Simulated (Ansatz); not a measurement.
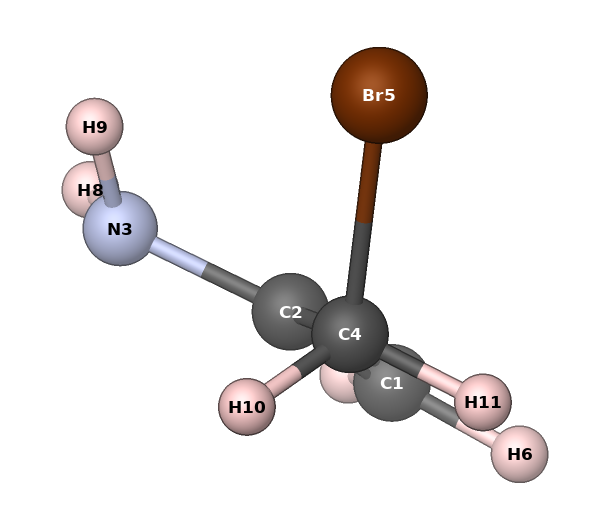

C2 lies behind C4. The molecule seen a little off the C4–C2 bond, C4 in front. Atoms fade into the background with distance from the viewer. The geometry was computed by an optimisation with PBE0-D4/def2-TZVP. No frequency run is at hand to confirm it as a minimum.

**What is the torsion angle Br5–C4–C2–N3? The sign is positive where the front bond must turn clockwise to cover the back bond.**

−63°, synclinal (gauche).
